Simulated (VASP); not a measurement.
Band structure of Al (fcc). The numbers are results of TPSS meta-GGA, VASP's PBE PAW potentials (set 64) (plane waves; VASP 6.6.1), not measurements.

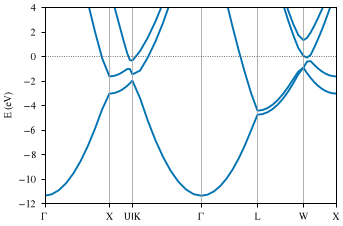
*Bands along high-symmetry lines, zero at the valence-band maximum or, without a gap, the Fermi level*

Read the plot: is there a gap, and where are the band edges?

It has no gap at this level: it comes out as a metal or semimetal.

The compound is Al in the fcc structure. It was relaxed first.
